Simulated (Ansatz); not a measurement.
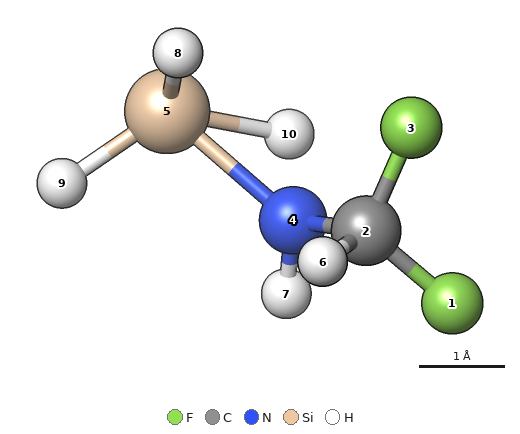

Figure 1. The structure as given in the input (ball-and-stick view, seen at a tilt; atoms are numbered from 1 in the order of the input). Bond lengths as drawn: C–F 1.35 to 1.36 Å, C–H 1.11 Å, C–N 1.42 Å, H–N 1.02 Å, H–Si 1.50 to 1.63 Å and N–Si 1.97 Å.

# Phonon calculation, with input and output: CH5F2NSi

CH5F2NSi, computed with RKS B3LYP/def2-SVP (Ansatz 0.2.0).

It belongs to a series of runs on one base structure; here: vibrations at the highest image of the band. Figures and captions count atoms from 1; the log counts them from 0 in places.

### Input
```yaml
crystal:
  periodic: [false, false, false]
  atoms:
    - { symbol: F, position_ang: [-1.374025, -1.931646, -0.46075] }
    - { symbol: C, position_ang: [-0.634897, -1.055276, 0.265087] }
    - { symbol: F, position_ang: [0.428351, -1.718284, 0.777896] }
    - { symbol: "N", position_ang: [-0.164954, -0.006255, -0.574755] }
    - { symbol: Si, position_ang: [1.134638, 1.386317, -0.065077] }
    - { symbol: H, position_ang: [-1.253943, -0.702696, 1.114547] }
    - { symbol: H, position_ang: [-0.821093, 0.237417, -1.316062] }
    - { symbol: H, position_ang: [1.378431, 0.957684, 1.349974] }
    - { symbol: H, position_ang: [0.30616, 2.640767, 0.034937] }
    - { symbol: H, position_ang: [1.084334, 0.140871, -1.122997] }
basis:
  gaussian: { orbitals: def2-SVP }
hamiltonian:
  xc: b3lyp
phonons: {}
```

Launch command:
```bash
ansatz run input.yaml --threads 2 --pin off --max-ram 3072MiB --backend cpu --events-out ev --progress --plain --runs-dir out
```

### Log
```
Engine: ansatz 0.2.0, x86_64-unknown-linux-gnu
Functional definition: B3LYP
  parameter a0 = 0.2
  parameter ax = 0.72
  parameter ac = 0.81
  exchange = (1 - a0 - ax)*slater_x + ax*b88_x + a0*exact_x
  correlation = (1 - ac)*vwn_rpa_c + ac*lyp_c
1061 factors; integrals over basis functions are off by at most 3.1e-4 eV
mean field evaluation 1: about -15904.2477 eV, gradient 5.1e1 eV
mean field evaluation 2: about -15893.0879 eV, gradient 8.4e1 eV
mean field evaluation 4: about -15909.0584 eV, gradient 6.1e0 eV
mean field evaluation 8: about -15909.1448 eV, gradient 5.5e-2 eV
mean field evaluation 16: about -15909.1448 eV, gradient 2.4e-5 eV
mean field -15909.14479310 eV, -584.6502875408 hartree, gradient 2.4e-5 eV, S^2 0.000000; 0 other end points of the search recorded, 0 dependent functions left out
the calculation of the forces begins
reference -15909.14501499 eV, -584.6502956951 hartree; 25, 25 occupied and 74, 74 virtual orbitals, 1061 factors
these checks for a lower state are left out or cut short: stability, starts, cluster_reference, orbital_swaps, neighbouring_geometries, increment
1061 factors; integrals over basis functions are off by at most 3.1e-4 eV
mean field -15909.14474574 eV, -584.6502858001 hartree, gradient 1.4e-6 eV, S^2 0.000000; 0 other end points of the search recorded, 0 dependent functions left out
[... from here on the field's lines of each further geometry are left out, up to the last ...]
the calculation of the forces begins
reference -15909.14499404 eV, -584.6502949251 hartree; 25, 25 occupied and 74, 74 virtual orbitals, 1061 factors
these checks for a lower state are left out or cut short: stability, starts, cluster_reference, orbital_swaps, neighbouring_geometries, increment
1061 factors; integrals over basis functions are off by at most 3.1e-4 eV
mean field -15909.14476549 eV, -584.6502865262 hartree, gradient 2.8e-6 eV, S^2 0.000000; 0 other end points of the search recorded, 0 dependent functions left out
the calculation of the forces begins
reference -15909.14498740 eV, -584.6502946812 hartree; 25, 25 occupied and 74, 74 virtual orbitals, 1061 factors
WARN: phonons: modes at or below zero, which the zero-point energy, F, S and C_V leave out: 1, the lowest at -1500.01 cm⁻¹. A minimum has none, and a first-order saddle one
Total energy: -15909.14501499 eV, -584.6502956951 hartree
Atom 0 at    -1.374025    -1.931646    -0.460750 Å, force     0.000065    -0.000428     0.000734 eV/Å
Atom 1 at    -0.634897    -1.055276     0.265087 Å, force     0.000776    -0.000150    -0.000280 eV/Å
Atom 2 at     0.428351    -1.718284     0.777896 Å, force    -0.000288     0.000535    -0.000634 eV/Å
Atom 3 at    -0.164954    -0.006255    -0.574755 Å, force     0.000668    -0.000787    -0.003576 eV/Å
Atom 4 at     1.134638     1.386317    -0.065077 Å, force     0.001474     0.000992     0.002343 eV/Å
Atom 5 at    -1.253943    -0.702696     1.114547 Å, force    -0.000359     0.000341    -0.000254 eV/Å
Atom 6 at    -0.821093     0.237417    -1.316062 Å, force    -0.001420     0.000224     0.001021 eV/Å
Atom 7 at     1.378431     0.957684     1.349974 Å, force     0.000493     0.000163    -0.000080 eV/Å
Atom 8 at     0.306160     2.640767     0.034937 Å, force    -0.000342    -0.000137    -0.000630 eV/Å
Atom 9 at     1.084334     0.140871    -1.122997 Å, force    -0.001066    -0.000752     0.001356 eV/Å
Dipole moment:    -0.332041     0.202662    -0.081519 e Å
Vibrations: -1500.01 55.32 121.99 171.37 341.39 411.98 495.84 567.10 719.10 748.69 793.83 956.24 1045.31 1108.35 1114.83 1177.53 1291.10 1379.69 1413.01 1821.53 2129.97 2184.25 3022.76 3562.71 cm⁻¹, zero-point energy 1.651092 eV
```

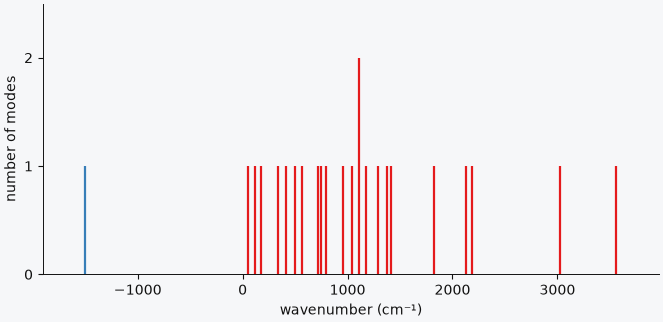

Figure 2. Harmonic vibrational wavenumbers from the force constants; neighbouring modes closer than 23 cm⁻¹ are counted in one stick, and imaginary ones are drawn at negative wavenumbers. 24 modes from 1500i to 3563 cm⁻¹, 1 imaginary beyond 8i (1500i cm⁻¹): a first-order saddle point, if the geometry is stationary.

### Results in brief

| quantity | value |
| --- | --- |
| outcome | converged |
| total energy | −15909.1450 eV |
| mean-field energy | −15909.1450 eV |
| largest force (length of the vector) | 0.004 eV/Å |
| hardware | 2 threads of AMD EPYC (Zen 5), 16 GiB of memory available, shared host |
| wall time | 42 s (CPU time 81 s) |
| peak memory | 0.22 GiB |
